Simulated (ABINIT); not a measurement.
# Converging the k-point mesh at a smearing width of 0.05 eV: Sr (Fm-3m, 1 atom in the cell)

```
Sr
1.0
    0.00000     3.03088     3.03088
    3.03088     0.00000     3.03088
    3.03088     3.03088     0.00000
Sr
1
Direct
  0.00000   0.00000   0.00000
```

Level of theory: PBE, PAW (JTH v2.0 PBE PAW) (plane waves; ABINIT).

Base settings: pseudos = [Sr.GGA_PBE-JTH.xml]; ecut = 544 eV; pawecutdg = 1088 eV; pawxcdev = 0; occopt = 3; tsmear = 0.00367493 Ha; ngkpt = 6 6 6; nshiftk = 1; shiftk = 0 0 0; potentials = JTH v2.0 PBE PAW.

In this ladder: tsmear = 0.00183747 Ha.

The second cell is the first with its lattice scaled by 0.98.

Only quantities that move along the ladder and can be compared are tabulated.

The count of work is k-points × plane waves × bands × iterations; it is no time. Core times come from one kind of shared machine, to one figure; runs under 30 s give none.

The starting cell has typed, rounded lattice constants, without a prior relaxation at this level. Its lattice was rescaled by up to half a per cent.

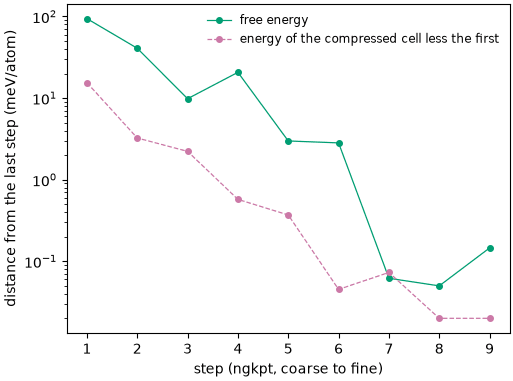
Figure: Distance from the last step along the ladder; very small values are drawn at a floor.

```tsv
ngkpt	free energy less the last step's (meV/atom)	energy of the compressed cell less the first (meV/atom)	pressure (GPa)	count of work / last	core time / last (rough)
3 3 3	94.22	19.04	0.43	0.021	–
4 4 4	-40.81	6.82	0.00	0.041	–
5 5 5	-9.83	1.35	-0.32	0.051	–
6 6 6	20.68	4.15	-0.19	0.082	–
7 7 7	-2.98	3.95	-0.17	0.093	–
9 9 9	2.83	3.53	-0.21	0.18	0.3
10 10 10	0.06	3.65	-0.20	0.22	0.3
13 13 13	0.02	3.59	-0.20	0.43	0.6
15 15 15	0.15	3.57	-0.20	0.62	0.8
18 18 18	0.00	3.58	-0.20	1.0	1
```

Coarsest ngkpt that holds the free energy within 0.5 meV/atom of the last step, with all finer ones: 10 10 10, at 0.22 of the last step's count of work and about 0.3 of the last step's time; the step before is off by 2.8 meV/atom.

Coarsest ngkpt that holds the energy of the compressed cell less the first within 0.2 meV/atom of the last step, with all finer ones: 9 9 9, at 0.18 of the last step's count of work and about 0.3 of the last step's time; the step before is off by 0.37 meV/atom.

Coarsest ngkpt that holds the pressure within 0.05 GPa of the last step, with all finer ones: 6 6 6, at 0.082 of the last step's count of work; the step before is off by 0.12 GPa.

The energy difference between the two cells stays within 1 meV/atom of the last step's from 6 6 6 on, the total only from 10 10 10 on: much of the error is common to both cells and cancels.
